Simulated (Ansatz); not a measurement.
**NO2 (nitrogen dioxide) at UB2PLYP/STO-3G**

What is the vertical doublet–quartet gap of NO2 (nitrogen dioxide) at UB2PLYP/STO-3G? 

The results are computed with Ansatz 0.2.0.

45 further runs of the same task are left out: 11 that didn't finish, 34 set aside as unsound or not needed.

## 1. The structure to begin with

NO2: 3 atoms, total charge 0, spin state doublet. SMILES: `[O]N=O`. The shape is that of a PBE0-D4/def2-TZVP optimisation.

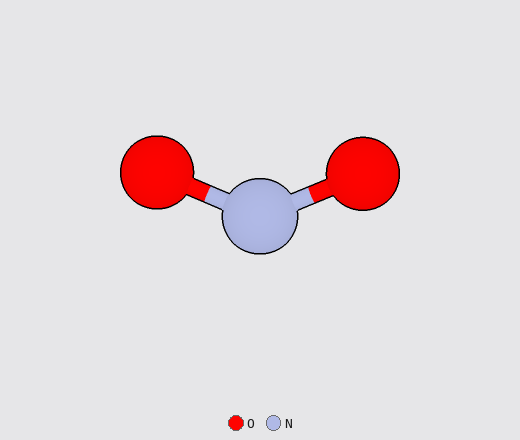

The structure, seen from a chosen angle (oxygen red, nitrogen light blue).

## 2. The energy at UB2PLYP/STO-3G

The input, molecule.yaml:

```yaml
basis:
  gaussian: {orbitals: STO-3G}
crystal:
  periodic: [false, false, false]
  atoms:
    - {symbol: O, position_ang: [0.209760, -1.082190, 0.000620]}
    - {symbol: N, position_ang: [-0.265470, -0.009110, -0.145890]}
    - {symbol: O, position_ang: [0.055690, 1.091300, 0.145270]}
magnetization: {spin_polarized: true, initial_magnetization: 1}
hamiltonian: {xc: {name: B2PLYP}}
correlation: {frozen_orbitals: {"N": 1, O: 1}}
accuracy: high
```

On the command line:

```bash
$ ansatz run molecule.yaml --threads 1 --pin off --max-ram 3480MiB --events-out events.jsonl --progress --plain --runs-dir runs
```

What it wrote:

```text
Warning: RAYON_NUM_THREADS=1 ignored (pool sized by the plan → 1); use --threads N
Functional definition: B2PLYP
  name "B2PLYP"
  parameter a = 0.53
  parameter c = 0.27
  exchange = (1 - a)*b88_x + a*exact_x
  correlation = (1 - c)*lyp_c + c*(mp2_os + mp2_ss)
252 factors; integrals over basis functions are off by at most 4.3e-8 eV
mean field evaluation 1: about -5491.8466 eV, gradient 2.2e1 eV
mean field evaluation 2: about -5491.8884 eV, gradient 2.2e1 eV
mean field evaluation 4: about -5494.3470 eV, gradient 5.4e-1 eV
mean field evaluation 8: about -5494.3489 eV, gradient 1.4e-2 eV
mean field evaluation 16: about -5494.3489 eV, gradient 1.2e-6 eV
mean field evaluation 32: about -5494.3317 eV, gradient 3.1e-1 eV
mean field -5494.34891466 eV, -201.9135984104 hartree, gradient 4.0e-9 eV, S^2 0.754689; 2 other end points of the search recorded, 0 dependent functions left out
3 core orbitals not correlated: weight in the atoms' cores, before any rotation towards them, 1.000 or more for the frozen orbitals, at most 0.000 for the correlated occupied ones
reference -5494.34892457 eV, -201.9135987743 hartree; 9, 8 occupied and 3, 4 virtual orbitals, 252 factors
second order -7.71104573 eV of doubles, -0.00000000 eV of singles
Total energy: -5496.43090691 eV, -201.9901102143 hartree
```

It took 1.5 s on 1 thread of Arm Neoverse V1, shared host; peak memory 0.11 GiB.

## 3. The quartet

The input, molecule.yaml:

```yaml
basis:
  gaussian:
    orbitals: STO-3G
crystal:
  periodic: [false, false, false]
  atoms:
    - {symbol: O, position_ang: [0.209760, -1.082190, 0.000620]}
    - {symbol: "N", position_ang: [-0.265470, -0.009110, -0.145890]}
    - {symbol: O, position_ang: [0.055690, 1.091300, 0.145270]}
magnetization:
  spin_polarized: true
  initial_magnetization: 3
hamiltonian:
  xc: {name: B2PLYP}
correlation:
  frozen_orbitals: {"N": 1, O: 1}
accuracy: high
```

On the command line:

```bash
$ ansatz run molecule.yaml --threads 1 --pin off --max-ram 3480MiB --events-out events.jsonl --progress --plain --runs-dir runs
```

What it wrote, shortened:

```text
Warning: RAYON_NUM_THREADS=1 ignored (pool sized by the plan → 1); use --threads N
[... 2 set-up lines as earlier in the session ...]
[...]
252 factors; integrals over basis functions are off by at most 4.3e-8 eV
[...]
mean field -5491.32740290 eV, -201.8025599013 hartree, gradient 6.3e-8 eV, S^2 3.754570; 2 other end points of the search recorded, 0 dependent functions left out
3 core orbitals not correlated: weight in the atoms' cores, before any rotation towards them, 1.000 or more for the frozen orbitals, at most 0.000 for the correlated occupied ones
reference -5491.32741270 eV, -201.8025602613 hartree; 10, 7 occupied and 2, 5 virtual orbitals, 252 factors
second order -3.28168319 eV of doubles, -0.00000000 eV of singles
Total energy: -5492.21346716 eV, -201.8351221622 hartree
```

Wall time 2.2 s (1 thread of Arm Neoverse V1, shared host); peak memory 0.11 GiB.

## 4. Outcome

Level: UB2PLYP/STO-3G, 3 core orbitals frozen.

| quantity | value |
| --- | --- |
| doublet: total energy | -201.99011 Eh |
| doublet: ⟨S²⟩ | 0.755 |
| quartet: total energy | -201.83512 Eh |
| quartet: ⟨S²⟩ | 3.755 |
| vertical energy of the quartet above the doublet | 4.217 eV |

At this shape the quartet lies 4.22 eV (97 kcal/mol) above the doublet. In a minimal basis such a difference can be off by several eV, whatever the method.
